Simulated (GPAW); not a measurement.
## TiCo: optical spectrum from first principles

Aim: the dielectric function of TiCo, and the optical constants that follow from it.

Method: DFT, PBE, plane-wave PAW (GPAW data sets), scalar-relativistic, RPA, optical limit, in GPAW 26.7.0.

**1. The starting structure**

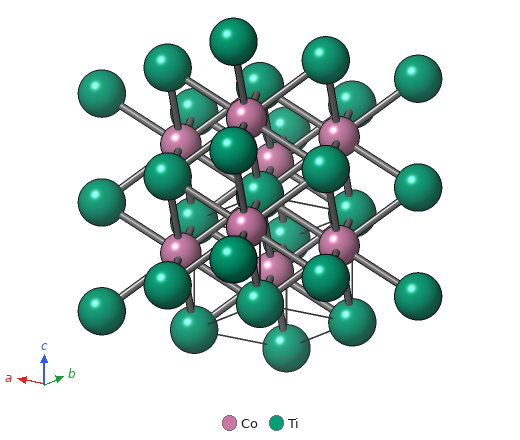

The starting structure, seen from a free direction (cobalt pink, titanium teal). 2×2×2 cells are drawn. Some periodic images of atoms are drawn too.

Structure file:

```xyz
2
Lattice="2.9861 0.0000 0.0000 0.0000 2.9861 0.0000 0.0000 0.0000 2.9861" Properties=species:S:1:pos:R:3 pbc="T T T"
Co    1.4931    1.4931    1.4931
Ti    0.0000    0.0000    0.0000
```

**2. Bands for the response**

The response needs many more empty bands than the density does.

This step: DFT, PBE, plane-wave PAW (GPAW data sets), scalar-relativistic, bands at fixed density (GPAW 26.7.0).

File nscf.py:

```python
from ase.dft.bandgap import bandgap
from gpaw import GPAW, FermiDirac

calc = GPAW('gs.gpw').fixed_density(kpts={'size': (15, 15, 15), 'gamma': True}, nbands=39, convergence={'bands': 33},
                                    occupations=FermiDirac(0.05), txt='nscf.txt')
print('gap (eV)', bandgap(calc, output=None)[0])
print('direct gap (eV)', bandgap(calc, direct=True, output=None)[0])
print('top band over the Fermi level (eV)', min(calc.get_eigenvalues(kpt=k)[32] for k in range(len(calc.get_ibz_k_points()))) - calc.get_fermi_level())
calc.write('full.gpw', mode='all')
```

The run is started by

```
> OMP_NUM_THREADS=1 python nscf.py
```

Numbers of over 12 decimals in the logs are rounded to 6 here.

Log:

```text
Diagonalizing LCAO Hamiltonian
Converting LCAO to pw mode
convergence criteria:
- Maximum integral of absolute [eigenst]ate change: 4e-08 eV^2 / valence electron
maximum number of iterations: 150

SCF iterations
|iter     |      energy | eigst |  dens |
|iter:   1||             | +3.09 |       |
|iter:   2||             | +1.36 |       |
|iter:   3||             | +1.03 |       |
|iter:   4||             | +0.79 |       |
|iter:   5||             | -0.18 |       |
|iter:   6||             | -1.40 |       |
|iter:   7||             | -2.30 |       |
|iter:   8||             | -2.97 |       |
|iter:   9||             | -3.55 |       |
|iter:  10||             | -4.15 |       |
|iter:  11||             | -4.70 |       |
|iter:  12||             | -5.28 |       |
|iter:  13||             | -5.88 |       |
|iter:  14||             | -6.47 |       |
|iter:  15||             | -7.02 |       |
|iter:  16||             | -7.53c|       |
SCF steps: 16
  __  _  _
 | _ |_)|_||  |
 |__||  | ||/\| - 26.7.0

Versions:
  Python: 3.12.14
  ASE:    3.29.0
  Numpy:  2.5.5
  Scipy:  1.18.1
  Libxc:  7.0.0

Input parameters:
  mode=PW(ecut=500.0),
  convergence={'bands': 33},
  gpts=array([16, 16, 16]),
  kpts=MonkhorstPack(size=(15, 15, 15), gamma=True),
  maxiter=150,
  nbands=39,
  occupations=Occupations(name='fermi-dirac', width=0.05, fixmagmom=False),
  parallel={},
  xc=XC(name='PBE')

--- standard output ---
gap (eV) 0.0
direct gap (eV) 0.0
top band over the Fermi level (eV) 31.161330
```

Elapsed: 68 s, on 1 thread of Arm Neoverse V1, shared host; peak memory 0.21 GiB.

This run has no spin polarisation, although Co can carry a moment.

**3. Dielectric function, RPA**

Local fields let the induced charge screen the field inside the cell, which as a rule lowers ε, most along directions where the density is uneven.

This step: DFT, PBE, plane-wave PAW (GPAW data sets), scalar-relativistic, RPA, optical limit (GPAW 26.7.0).

File df.py:

```python
from gpaw.response.df import DielectricFunction

df = DielectricFunction('full.gpw', frequencies={'type': 'nonlinear', 'domega0': 0.03, 'omega2': 8},
                        ecut=50,
                        eta=0.15,
                        nbands=33,
                        rate=0.05,
                        txt='df.txt')
for direction in ['x']:
    df.get_dielectric_function(xc='RPA', direction=direction, filename=f'df_{direction}.csv')
```

The run is started by

```
> OMP_NUM_THREADS=1 python df.py
```

Log:

```text
Using integrator: PointIntegrator
NonLinearFrequencyDescriptor(from 0.000 to 93.938 eV, 535 points)
Nonperiodic BCs:  [False False False]
Using integrator: PointIntegrator
NonLinearFrequencyDescriptor(from 0.000 to 93.938 eV, 535 points)
Nonperiodic BCs:  [False False False]
Using integrator: PointIntegrator

Calculating chi0 body with:
    Ground state adapter containing:
    Number of spins: 1
    Number of kpoints: 3375
    Number of irreducible kpoints: 120
    Number of completely occupied states: 8
    Number of partially occupied states: 14

    Linear response parametrization:
    q_c: [0.0, 0.0, 0.0]
    Number of frequency points: 535
    Planewave cutoff: 50.0
    Number of bands: 33
    Number of planewaves: 19
    Broadening (eta): 0.15

Integrating chi0 body.

Symmetries of q_c:
    Direct symmetries (Uq -> q): 48
    Indirect symmetries (TUq -> q): 0
In total 48 allowed symmetries.

120 groups of equivalent kpoints. 96.444444% reduction.

Integral kind: spectral function

Calculating chi0 optical extensions with:
    Ground state adapter containing:
    Number of spins: 1
    Number of kpoints: 3375
    Number of irreducible kpoints: 120
    Number of completely occupied states: 8
    Number of partially occupied states: 14

    Linear response parametrization:
    Number of frequency points: 535
    Planewave cutoff: 50.0
    Number of bands: 33
    Number of planewaves: 19
    Broadening (eta): 0.15
Integrating chi0 head and wings.

Symmetries of q_c:
    Direct symmetries (Uq -> q): 48
    Indirect symmetries (TUq -> q): 0
In total 48 allowed symmetries.

120 groups of equivalent kpoints. 96.444444% reduction.

Integral kind: spectral function wings

Calculating drude chi0 with:
    Number of frequency points:535
    Plasma frequency decay rate: 0.05 eV

    Ground state adapter containing:
    Number of spins: 1
    Number of kpoints: 3375
    Number of irreducible kpoints: 120
    Number of completely occupied states: 8
    Number of partially occupied states: 14

Symmetries of q_c:
    Direct symmetries (Uq -> q): 48
    Indirect symmetries (TUq -> q): 0
In total 48 allowed symmetries.

120 groups of equivalent kpoints. 96.444444% reduction.

Integral kind: intraband
Plasma frequency:
[[4.94-0.j 0.  +0.j 0.  +0.j]
 [0.  +0.j 4.94-0.j 0.  +0.j]
 [0.  +0.j 0.  +0.j 4.94-0.j]]
```

The job ended after 11 s (1 thread; peak memory 0.25 GiB).

The Im ε, E ∥ x has structure finer than the step of the table below, so its rows give means over 1 eV, whole bins alone (the curve runs from 0.305 to 14.0 eV). Peaks (eV: height): 2.5: 24.5.

Sum at mesh points, not converged in k. Table of Im ε, E ∥ x by photon energy; means over each step:

| photon energy (eV) | Im ε, E ∥ x |
| --- | --- |
| 1 | 20.1 |
| 2 | 18.4 |
| 3 | 19.3 |
| 4 | 16.1 |
| 5 | 7.15 |
| 6 | 3.86 |
| 7 | 3.23 |
| 8 | 2.59 |
| 9 | 2.00 |
| 10 | 2.21 |
| 11 | 1.89 |
| 12 | 1.48 |
| 13 | 1.24 |

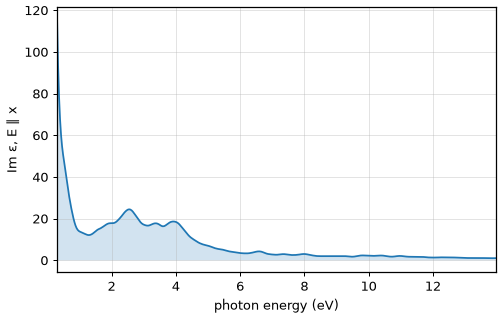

Im ε, E ∥ x against photon energy.

Values under 1 per cm are given as 1; sum at mesh points, not converged in k. Table of absorption coefficient, E ∥ x by photon energy:

| photon energy (eV) | absorption coefficient, E ∥ x (1/cm) |
| --- | --- |
| 1.01 | 3.7e5 |
| 1.99 | 4.7e5 |
| 3.02 | 8.9e5 |
| 3.98 | 1.4e6 |
| 4.98 | 1.4e6 |
| 6.02 | 1.2e6 |
| 6.99 | 1.2e6 |
| 8.03 | 1.3e6 |
| 9.02 | 1.1e6 |
| 10.03 | 1.2e6 |
| 11.03 | 1.3e6 |
| 12.02 | 1.2e6 |
| 13.00 | 1.2e6 |

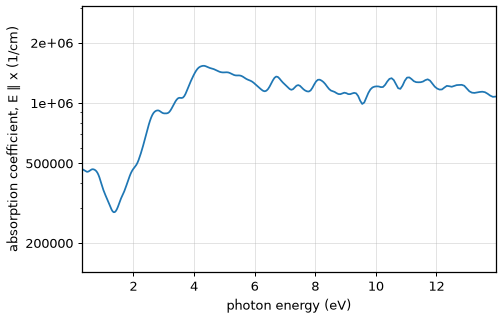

Absorption coefficient, E ∥ x, plotted against photon energy.

The Im ε, E ∥ x has structure finer than the step of the table below, so its rows give means over 1 eV, whole bins alone (the curve runs from 0.305 to 14.0 eV). Peaks (eV: height): without local fields 2.5: 25.6; with local fields 2.5: 24.5.

Sum at mesh points, not converged in k. Im ε, E ∥ x against photon energy; means over each step:

| photon energy (eV) | without local fields | with local fields |
| --- | --- | --- |
| 1 | 20.4 | 20.1 |
| 2 | 19.4 | 18.4 |
| 3 | 19.2 | 19.3 |
| 4 | 15.9 | 16.1 |
| 5 | 6.87 | 7.15 |
| 6 | 3.69 | 3.86 |
| 7 | 3.02 | 3.23 |
| 8 | 2.47 | 2.59 |
| 9 | 1.99 | 2.00 |
| 10 | 2.22 | 2.21 |
| 11 | 1.86 | 1.89 |
| 12 | 1.45 | 1.48 |
| 13 | 1.21 | 1.24 |

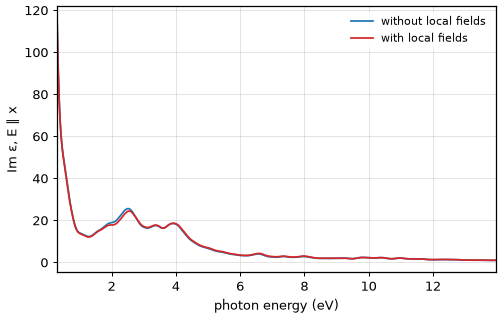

Im ε, E ∥ x against photon energy.

The reflectivity at normal incidence, E ∥ x has structure finer than the step of the table below, so its rows give means over 1 eV, whole bins alone (the curve runs from 0.305 to 14.0 eV). Peaks (eV: height): 2.7: 55.2, 4.4: 63.8, 6.8: 52.2, 8.3: 43.6, 10.6: 32.0, 11.8: 31.3.

Sum at mesh points, not converged in k. Table of reflectivity at normal incidence, E ∥ x by photon energy; means over each step:

| photon energy (eV) | reflectivity at normal incidence, E ∥ x (%) |
| --- | --- |
| 1 | 64.1 |
| 2 | 47.1 |
| 3 | 52.4 |
| 4 | 57.5 |
| 5 | 62.0 |
| 6 | 53.3 |
| 7 | 46.5 |
| 8 | 40.2 |
| 9 | 32.1 |
| 10 | 26.2 |
| 11 | 29.1 |
| 12 | 27.6 |
| 13 | 24.8 |

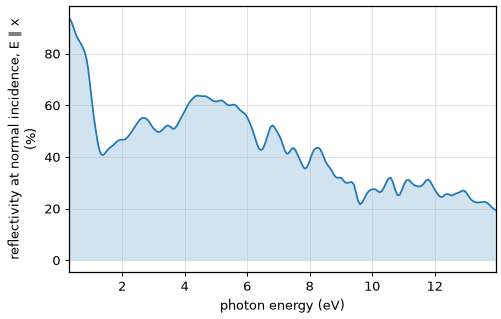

Reflectivity at normal incidence, E ∥ x, plotted against photon energy.

Sum at mesh points, not converged in k. Table of loss function −Im 1/ε at q → 0, E ∥ x by energy loss; read off at these points:

| energy loss (eV) | loss function −Im 1/ε at q → 0, E ∥ x |
| --- | --- |
| 1.0 | 0.0478 |
| 2.0 | 0.0439 |
| 3.0 | 0.0582 |
| 4.0 | 0.0510 |
| 5.0 | 0.0782 |
| 6.0 | 0.142 |
| 7.0 | 0.205 |
| 8.0 | 0.265 |
| 9.0 | 0.419 |
| 9.5 | 0.533 |
| 10.0 | 0.418 |
| 10.7 | 0.498 |
| 11.0 | 0.436 |
| 12.0 | 0.654 |
| 13.0 | 0.773 |

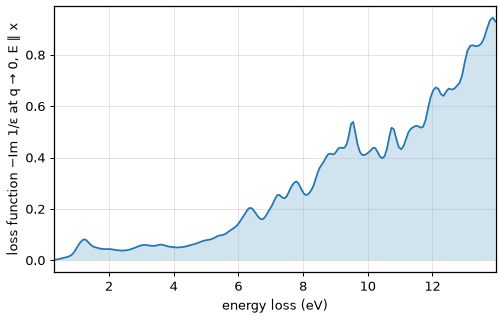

Loss function −Im 1/ε at q → 0, E ∥ x, plotted against energy loss.

Optical constants at common wavelengths, from n + ik = √ε:

| wavelength (nm) | n | k | R (%) | 1/α |
| --- | --- | --- | --- | --- |
| 1550 | 1.90 | 5.582 | 80.8 | 22 nm |
| 1064 | 2.33 | 2.740 | 49.9 | 31 nm |
| 633 | 3.84 | 2.319 | 46.7 | 22 nm |
| 450 | 3.26 | 3.285 | 54.9 | 11 nm |
| 405 | 2.93 | 2.866 | 50.5 | 11 nm |
| 365 | 2.98 | 2.982 | 51.8 | 9.7 nm |
| 248 | 1.25 | 2.815 | 61.5 | 7.0 nm |

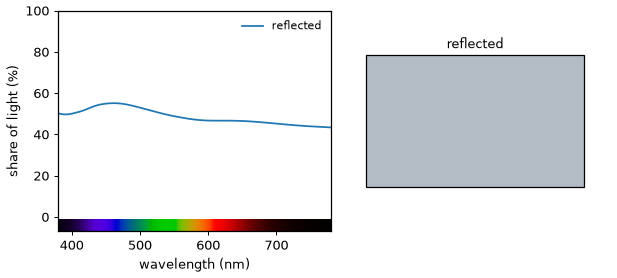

Light reflected across the visible range, with the colour that it makes of daylight (sRGB).

A polished face would reflect 49 % of daylight and look light grey (CIE x = 0.299, y = 0.318 under D65).

**4. Summary of results**

In words: At this level (PBE, RPA) TiCo is a metal. The mesh is too coarse to trust the carriers' weight, the reflectivity or the colour to better than tens of per cent. A polished face would reflect 49 % of daylight and look light grey (CIE x = 0.299, y = 0.318 under D65). The carriers' damping of 0.05 eV is typed, not computed; it shapes the response at the lowest energies. The run has no spin polarisation; magnetic order or correlation, untested here, could change the spectrum. In this version of GPAW the matrix elements of the optical limit are incomplete, which can lower ε − 1 by up to a tenth where first-row anions or d states rule, and shift it by more in d metals. GPAW's carrier term has the form −ωp²/(ω + i·rate)², which damps like twice the rate and fails at low energy, so the curves leave the lowest energies out. The sum runs over mesh points 0.14 Å⁻¹ apart with no interpolation, so peaks are partly noise of the mesh, and the Drude plasma energy, a sum over the Fermi surface, isn't converged.

[Machine, clock and banner lines and Python warnings are left out of the logs.]

[Logs are printed without paths, hosts, clocks, repeated set-up lines and the standing remarks that a program may print on its own settings, such as how far it seeks lower states.]

[Hosts, paths, dates, database ids (printed as entryN), source tags and the programs' standing remarks are cut or masked in the printed files.]
